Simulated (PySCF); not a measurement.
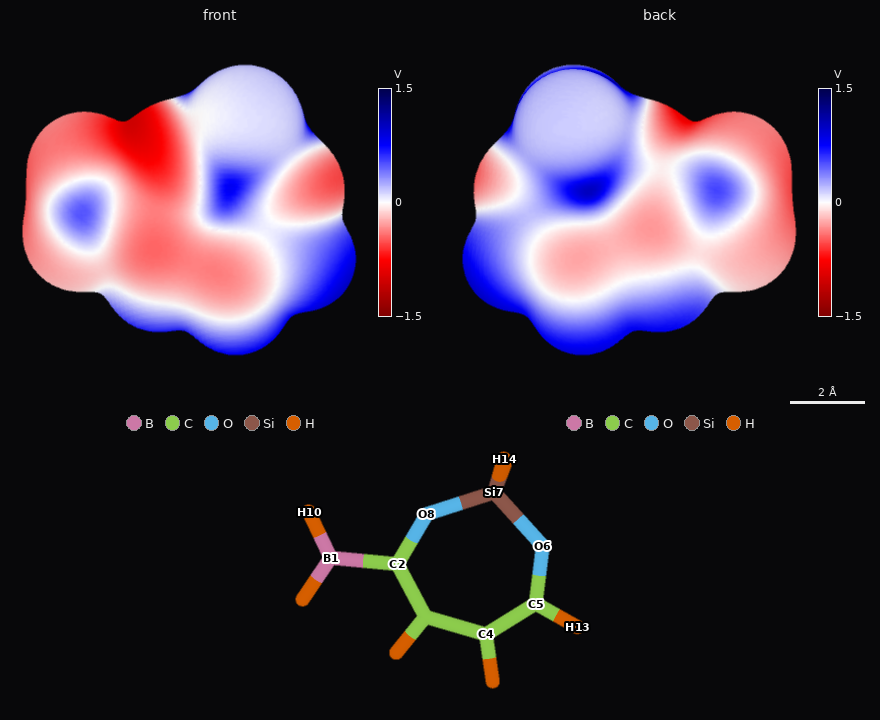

The picture shows: C4H7BO2Si (SMILES BC1=CC=CO[SiH2]O1). The electrostatic potential painted on the density surface at 0.001 e/bohr³, seen from the front and from behind; the colour scale runs from red (negative) to blue (positive). The bare structure is drawn below in the same view.

Geometry: GFN2-xTB.

These are results of PBE0/pcSseg-1, SCF density, gas phase, non-relativistic in PySCF, not measurements.

| atom | x (Å) | y (Å) | z (Å) |
| --- | --- | --- | --- |
| B | 2.6676 | -0.3495 | 0.0451 |
| C | 1.1482 | -0.1297 | 0.0936 |
| C | 0.5792 | 1.0369 | -0.3220 |
| C | -0.7805 | 1.4898 | -0.3992 |
| C | -1.9521 | 0.8704 | -0.1618 |
| O | -2.1844 | -0.3772 | 0.2364 |
| Si | -1.1318 | -1.6209 | 0.4626 |
| O | 0.4034 | -1.1623 | 0.6058 |
| H | 3.3615 | 0.5140 | -0.3234 |
| H | 3.1121 | -1.3756 | 0.3794 |
| H | 1.2925 | 1.7753 | -0.6626 |
| H | -0.8794 | 2.5175 | -0.7251 |
| H | -2.8751 | 1.4264 | -0.2975 |
| H | -1.4763 | -2.1502 | 1.7660 |
| H | -1.2894 | -2.4569 | -0.7191 |

### Where is the surface potential most negative and most positive?

The most negative region (about −0.9 V, or −21 kcal/mol for a unit charge) lies over O8, the most positive (about +1.1 V, or +25 kcal/mol for a unit charge) over Si7.
